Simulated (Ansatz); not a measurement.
# Sr2CuSi3 (element-swapped structure): how the settings move a single-point run

How sensitive is a single-point run of Sr2CuSi3 (element-swapped structure) to its settings? A reference run comes first, then four runs with altered input.

Method: reference: DFT PBE, plane waves, PAW, scalar-relativistic, no spin polarisation, in Ansatz 0.2.0.

### 1 The structure to begin with

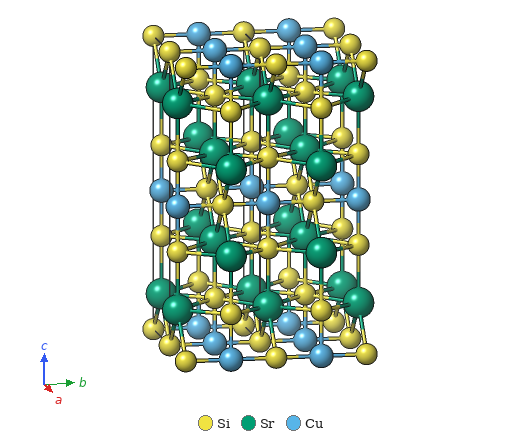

The starting structure, seen slightly off an axis (silicon yellow, strontium teal, copper blue). 2×2×1 cells are drawn. Atoms on the faces are drawn again on the opposite ones. The cell drawn here is the conventional one.

Structure file:

```
Si Sr Cu
1.0
     0.00000    0.00000    3.78701
     0.00000   -4.23314    0.00000
     6.87324    2.11657   -1.89350
Si Sr Cu
3 2 1
Direct
  0.00000 0.00000 0.00000
  0.15470 0.65470 0.30940
  0.84530 0.34530 0.69060
  0.35210 0.85210 0.70420
  0.64790 0.14790 0.29580
  0.00000 0.50000 0.00000
```

### 2 Reference

input.yaml

```yaml
crystal:
  lattice:
    - [0.0, 0.0, 3.787006]
    - [0.0, -4.23314, 0.0]
    - [6.873244, 2.11657, -1.893503]
  atoms:
    - { symbol: Si, position: [0.0, 0.0, 0.0] }
    - { symbol: Sr, position: [0.3521, 0.8521, 0.7042] }
    - { symbol: Sr, position: [0.6479, 0.1479, 0.2958] }
    - { symbol: Cu, position: [0.0, 0.5, 0.0] }
    - { symbol: Si, position: [0.1547, 0.6547, 0.3094] }
    - { symbol: Si, position: [0.8453, 0.3453, 0.6906] }
  symmetry: { tolerance: 0.0003 }
kpoints:
  mp_grid: { grid: [5, 5, 5], shift: [0, 0, 0] }
magnetization:
  spin_polarized: false
scf:
  occupations: { method: gaussian, width: 0.0182 }
hamiltonian:
  pseudopotentials: { kind: paw }
  xc: pbe
basis:
  ecutwfc: 420
output:
  forces: true
  stress: true
  eigenvalues: true
```

On the command line:

```
ansatz run input.yaml --threads 1 --pin off --max-ram 2560MiB --backend cpu --events-out ev --progress --plain --runs-dir out
```

Log (excerpt; [...] marks lines left out):

```text
Warning: RAYON_NUM_THREADS=1 ignored (pool sized by the plan → 1); use --threads N
[...]
Pseudopotentials: kind: paw
Pseudopotential: Si, paw, valence charge 4, recommended cutoff 420 eV (normal), Si.paw.azcp
Pseudopotential: Sr, paw, valence charge 10, recommended cutoff 420 eV (normal), Sr.paw.azcp
Pseudopotential: Cu, paw, valence charge 19, recommended cutoff 420 eV (normal), Cu.paw.azcp
Functional definition: PBE
[...]
Crystal: 6 atoms, lattice volume = 110.184 Å³
Basis set: ecut = 420 eV, 2163 PW (Γ), exchange–correlation on 54×60×100 points (8 copies of the dense FFT grid, shifted against one another)
Bands: 32, of which v1, the nominal top of the filled ones, is band 26 counted from 1 (25 counted from 0)
Symmetry: 8 space group operations
Space group: Immm (ITA 71), of the structure as read, at distance tolerance 1.4e-3 Å
k-points: 27 of 125
[...]
SCF iter   1: F=—  HF=-15617.033678 eV  |F-HF|=—  |Δ(HF+E_count)|=         —  Δρ=3.59e-3  dr2=4.87e-2  ethr=1.77e-3  ⟨swp⟩=10.4  Hψ=4952  notcnv=0
[...]
SCF iter   9: F=-15617.030031 eV  HF=-15617.030031 eV  |F-HF|=1.62e-8  |Δ(HF+E_count)|=   1.72e-8  Δρ=3.96e-6  dr2=1.74e-8  ethr=1.96e-10  ⟨swp⟩=10.1  Hψ=3634  notcnv=0
[...]
SCF converged after 9 iterations
Free energy (F): -15617.030031 eV
[...]
E sigma→0 (E₀):  -15617.029252 eV
Entropy (-TS):   -0.001557 eV (-0.260 meV/atom)
Fermi energy:    10.589706 eV
[...]
--- Forces (eV/Å), atoms counted from 1 ---
  atom   1  Si     0.00000000     0.00000000    -0.00000000
  atom   2  Sr    -0.01359654     0.00000000     0.00000000
  atom   3  Sr     0.01359654     0.00000000     0.00000000
  atom   4  Cu     0.00000000     0.00000000    -0.00000000
  atom   5  Si     0.54744191     0.00000000     0.00000000
  atom   6  Si    -0.54744191     0.00000000     0.00000000
[...]
--- Stress (GPa, compression-positive) ---
       36.092662       0.000000       0.000000
        0.000000      23.573695       0.000000
        0.000000       0.000000      28.419194
  P = ⅓ Tr σ = 29.3619 GPa (293.619 kbar)
--- Band table (eV; the first three rows and the last of 27) ---
[...]
```

Run time: 7.2 s. Hardware: 1 thread of an Arm CPU, shared host; peak memory 0.39 GiB.

### 3 Changed: dr2_threshold 1.0e-11, ecutwfc 800 eV

input.yaml, as its differences from that of step 2:

```diff
@@ -19,2 +19,3 @@
   occupations: { method: gaussian, width: 0.0182 }
+  convergence: { dr2_threshold: 1.0e-11 }
 hamiltonian:
@@ -23,3 +24,3 @@
 basis:
-  ecutwfc: 420
+  ecutwfc: "800 eV"
 output:
```

On the command line:

```
ansatz run input.yaml --threads 1 --pin off --max-ram 2560MiB --backend cpu --events-out ev --progress --plain --runs-dir out
```

Log (excerpt; [...] marks lines left out):

```text
Warning: RAYON_NUM_THREADS=1 ignored (pool sized by the plan → 1); use --threads N
[...]
[... 5 set-up lines as earlier in the session ...]
[...]
Crystal: 6 atoms, lattice volume = 110.184 Å³
Basis set: ecut = 800 eV, 5631 PW (Γ), exchange–correlation on 72×80×144 points (8 copies of the dense FFT grid, shifted against one another)
Bands: 32, of which v1, the nominal top of the filled ones, is band 26 counted from 1 (25 counted from 0)
[... 2 set-up lines as earlier in the session ...]
k-points: 27 of 125
[...]
SCF iter  13: F=-15617.034124 eV  HF=-15617.034124 eV  |F-HF|=5.46e-12  |Δ(HF+E_count)|=  7.28e-12  Δρ=1.32e-8  dr2=2.75e-13  ethr=1.00e-12  ⟨swp⟩=6.0  Hψ=3803  notcnv=0
[...]
SCF converged after 13 iterations
Free energy (F): -15617.034124 eV
[...]
E sigma→0 (E₀):  -15617.033347 eV
Entropy (-TS):   -0.001554 eV (-0.259 meV/atom)
Fermi energy:    10.589310 eV
[...]
--- Forces (eV/Å), atoms counted from 1 ---
  atom   1  Si     0.00000000     0.00000000     0.00000000
  atom   2  Sr    -0.01352960     0.00000000     0.00000000
  atom   3  Sr     0.01352960     0.00000000     0.00000000
  atom   4  Cu     0.00000000     0.00000000     0.00000000
  atom   5  Si     0.54778224     0.00000000     0.00000000
  atom   6  Si    -0.54778224     0.00000000     0.00000000
[...]
--- Stress (GPa, compression-positive) ---
       36.092994       0.000000       0.000000
        0.000000      23.574278       0.000000
        0.000000       0.000000      28.417669
  P = ⅓ Tr σ = 29.3616 GPa (293.616 kbar)
--- Band table (eV; the first three rows and the last of 27) ---
[...]
```

Run time: 23 s. Hardware: 1 thread of an Arm CPU, shared host; peak memory 0.55 GiB.

Changing the convergence setting and cutoff moves the energy by -0.7 meV/atom. More plane waves (800 against 420 eV) lower the energy, so the reference carries about that much basis error. Cost: 13 SCF cycles against 9, 23 s against 7.2 s.

### 4 Changed: dispersion d4

input.yaml, as its differences from that of step 2:

```diff
@@ -22,2 +22,3 @@
   xc: pbe
+  dispersion: d4
 basis:
@@ -28 +29,5 @@
   eigenvalues: true
+  write_density: true
+  write_potential: true
+  elf: true
+  volumetric_format: npy
```

On the command line:

```
ansatz run input.yaml --threads 1 --pin off --max-ram 2560MiB --backend cpu --events-out ev --progress --plain --runs-dir out
```

Log (excerpt; [...] marks lines left out):

```text
Warning: RAYON_NUM_THREADS=1 ignored (pool sized by the plan → 1); use --threads N
[...]
[... 5 set-up lines as earlier in the session ...]
[...]
Crystal: 6 atoms, lattice volume = 110.184 Å³
Basis set: ecut = 420 eV, 2163 PW (Γ), exchange–correlation on 54×60×100 points (8 copies of the dense FFT grid, shifted against one another)
Bands: 32, of which v1, the nominal top of the filled ones, is band 26 counted from 1 (25 counted from 0)
[... 2 set-up lines as earlier in the session ...]
k-points: 27 of 125
[...]
SCF iter   9: F=-15619.026681 eV  HF=-15619.026681 eV  |F-HF|=1.62e-8  |Δ(HF+E_count)|=   1.72e-8  Δρ=3.96e-6  dr2=1.74e-8  ethr=1.96e-10  ⟨swp⟩=14.7  Hψ=6406  notcnv=0
[...]
SCF converged after 9 iterations
Free energy (F): -15619.026681 eV
[...]
E sigma→0 (E₀):  -15619.025902 eV
Entropy (-TS):   -0.001557 eV (-0.260 meV/atom)
Fermi energy:    10.589706 eV
[...]
--- Forces (eV/Å), atoms counted from 1 ---
  atom   1  Si     0.00000000     0.00000000     0.00000000
  atom   2  Sr    -0.01413517     0.00000000     0.00000000
  atom   3  Sr     0.01413517     0.00000000     0.00000000
  atom   4  Cu     0.00000000     0.00000000     0.00000000
  atom   5  Si     0.53903320     0.00000000     0.00000000
  atom   6  Si    -0.53903320     0.00000000     0.00000000
[...]
--- Stress (GPa, compression-positive) ---
       33.253135       0.000000       0.000000
        0.000000      20.664471       0.000000
        0.000000       0.000000      25.318791
  P = ⅓ Tr σ = 26.4121 GPa (264.121 kbar)
--- Band table (eV; the first three rows and the last of 27) ---
[...]
```

Run time: 9.8 s. Hardware: 1 thread of an Arm CPU, shared host; peak memory 0.39 GiB.

The energy moves by -332.8 meV/atom, nearly all of it the dispersion term itself (-332.8 meV/atom); that offset belongs to the model and is no gain or loss of stability; the pressure goes from 29.4 to 26.4 GPa.

### 5 Changed: eigensolver.kind davidson, lower_state_search standard

input.yaml, as its differences from that of step 2:

```diff
@@ -19,2 +19,4 @@
   occupations: { method: gaussian, width: 0.0182 }
+  eigensolver: { kind: davidson }
+  lower_state_search: standard
 hamiltonian:
```

On the command line:

```
ansatz run input.yaml --threads 1 --pin off --max-ram 2560MiB --backend cpu --events-out ev --progress --plain --runs-dir out
```

Log (excerpt; [...] marks lines left out):

```text
Warning: RAYON_NUM_THREADS=1 ignored (pool sized by the plan → 1); use --threads N
[...]
[... 5 set-up lines as earlier in the session ...]
[...]
Crystal: 6 atoms, lattice volume = 110.184 Å³
Basis set: ecut = 420 eV, 2163 PW (Γ), exchange–correlation on 54×60×100 points (8 copies of the dense FFT grid, shifted against one another)
Bands: 32, of which v1, the nominal top of the filled ones, is band 26 counted from 1 (25 counted from 0)
[... 2 set-up lines as earlier in the session ...]
k-points: 27 of 125
[...]
SCF iter   9: F=-15617.030031 eV  HF=-15617.030031 eV  |F-HF|=1.98e-8  |Δ(HF+E_count)|=   2.32e-8  Δρ=5.46e-6  dr2=3.15e-8  ethr=1.06e-9  ⟨swp⟩=2.9  Hψ=1596  notcnv=0  defer=3
[...]
SCF converged after 9 iterations
Free energy (F): -15617.030031 eV
[...]
E sigma→0 (E₀):  -15617.029252 eV
Entropy (-TS):   -0.001557 eV (-0.260 meV/atom)
Fermi energy:    10.589701 eV
[...]
--- Forces (eV/Å), atoms counted from 1 ---
  atom   1  Si     0.00000000     0.00000000    -0.00000000
  atom   2  Sr    -0.01375062     0.00000000     0.00000000
  atom   3  Sr     0.01375062     0.00000000     0.00000000
  atom   4  Cu     0.00000000     0.00000000    -0.00000000
  atom   5  Si     0.54744831     0.00000000     0.00000000
  atom   6  Si    -0.54744831     0.00000000     0.00000000
[...]
--- Stress (GPa, compression-positive) ---
       36.092624       0.000000       0.000000
        0.000000      23.573540       0.000000
        0.000000       0.000000      28.419338
  P = ⅓ Tr σ = 29.3618 GPa (293.618 kbar)
--- Band table (eV; the first three rows and the last of 27) ---
[...]
```

It took 9.8 s on 1 thread of an Arm CPU, shared host; peak memory 0.37 GiB.

The changed input (solver and search for lower states) leaves the energy the same to the digits printed.

### 6 Variant: eigensolver.kind davidson, xc lda, ecutwfc 33.1 Ry, basis.precision f64

input.yaml, as its differences from that of step 2:

```diff
@@ -19,7 +19,9 @@
   occupations: { method: gaussian, width: 0.0182 }
+  eigensolver: { kind: davidson }
 hamiltonian:
   pseudopotentials: { kind: paw }
-  xc: pbe
+  xc: lda
 basis:
-  ecutwfc: 420
+  ecutwfc: "33.1 Ry"
+  precision: f64
 output:
@@ -28 +30,5 @@
   eigenvalues: true
+  write_density: true
+  write_potential: true
+  elf: true
+  volumetric_format: npy
```

On the command line:

```
ansatz run input.yaml --threads 1 --pin off --max-ram 2560MiB --backend cpu --events-out ev --progress --plain --runs-dir out
```

Log (excerpt; [...] marks lines left out):

```text
Warning: RAYON_NUM_THREADS=1 ignored (pool sized by the plan → 1); use --threads N
[...]
[... 4 set-up lines as earlier in the session ...]
Functional definition: SPW92
[...]
Crystal: 6 atoms, lattice volume = 110.184 Å³
Basis set: ecut = 450.3484423711014 eV, 2363 PW (Γ)
Bands: 32, of which v1, the nominal top of the filled ones, is band 26 counted from 1 (25 counted from 0)
[... 2 set-up lines as earlier in the session ...]
k-points: 27 of 125
[...]
SCF iter   1: F=—  HF=-15267.764410 eV  |F-HF|=—  |Δ(HF+E_count)|=         —  Δρ=8.15e-3  dr2=9.00e-2  ethr=1.77e-3  ⟨swp⟩=14.6  Hψ=4554  notcnv=0
[...]
SCF iter   9: F=-15267.745993 eV  HF=-15267.745993 eV  |F-HF|=1.62e-8  |Δ(HF+E_count)|=   1.60e-8  Δρ=3.24e-6  dr2=1.18e-8  ethr=2.44e-10  ⟨swp⟩=2.1  Hψ=1559  notcnv=0  defer=3
[...]
SCF converged after 9 iterations
Free energy (F): -15267.745993 eV
[...]
E sigma→0 (E₀):  -15267.745160 eV
Entropy (-TS):   -0.001666 eV (-0.278 meV/atom)
Fermi energy:    10.330566 eV
[...]
--- Forces (eV/Å), atoms counted from 1 ---
  atom   1  Si     0.00000000     0.00000000    -0.00000000
  atom   2  Sr     0.05522676     0.00000000     0.00000000
  atom   3  Sr    -0.05522676     0.00000000     0.00000000
  atom   4  Cu     0.00000000     0.00000000     0.00000000
  atom   5  Si     0.32558622     0.00000000     0.00000000
  atom   6  Si    -0.32558622     0.00000000     0.00000000
[...]
--- Stress (GPa, compression-positive) ---
       28.721220       0.000000       0.000000
        0.000000      16.705759       0.000000
        0.000000       0.000000      22.870506
  P = ⅓ Tr σ = 22.7658 GPa (227.658 kbar)
--- Band table (eV; the first three rows and the last of 27) ---
[...]
```

Run time: 12 s. Hardware: 1 thread of an Arm CPU, shared host; peak memory 0.37 GiB.

Total energies don't compare across a change of functional; the pressure goes from 29.4 to 22.8 GPa and the largest force goes from 0.55 to 0.33 eV/Å. The cutoff changed too.

### 7 Side by side

| run | ending | energy change | pressure (GPa) | gap (eV) | force (eV/Å) | cycles | time |
| --- | --- | --- | --- | --- | --- | --- | --- |
| reference | converged | 0 | 29.4 | 0.00 | 0.55 | 9 | 7.2 s |
| 1: dr2_threshold 1.0e-11, ecutwfc 800 eV | converged | -0.7 meV/atom | 29.4 | 0.00 | 0.55 | 13 | 23 s |
| 2: dispersion d4 | converged | -332.8 meV/atom (offset of the dispersion model) | 26.4 | 0.00 | 0.54 | 9 | 9.8 s |
| 3: eigensolver.kind davidson, lower_state_search standard | converged | 0.0 meV/atom | 29.4 | 0.00 | 0.55 | 9 | 9.8 s |
| 4: eigensolver.kind davidson, xc lda, ecutwfc 33.1 Ry, basis.precision f64 | converged | not comparable | 22.8 | 0.00 | 0.33 | 9 | 12 s |

Times don't compare one to one where runs were asked for different outputs or read a saved state (see the inputs); cycles may leave out searches for a lower state.

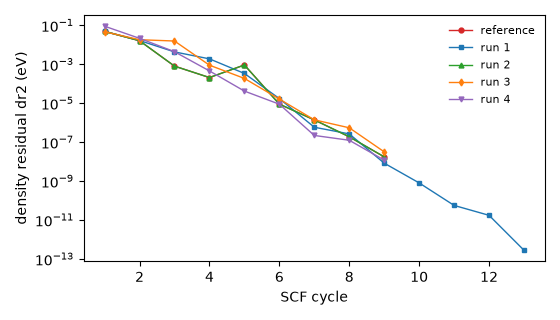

Residual by cycle in the longest SCF loop of each run; runs are numbered as in the table.

Of the converged runs whose energies compare with the reference's, «dr2_threshold 1.0e-11, ecutwfc 800 eV» moves the energy most (-0.7 meV/atom). The pressure spans 22.8 to 29.4 GPa over the reference and the converged variants. The structure is not at rest: the sound run finds 29 GPa, so these are no properties of the relaxed crystal. 

The reference is no final answer either: it is run without spin, though an odd electron count or open d shells could carry moments; its mesh is coarse for a cell with so small a gap or none; the structure is made up and not relaxed.
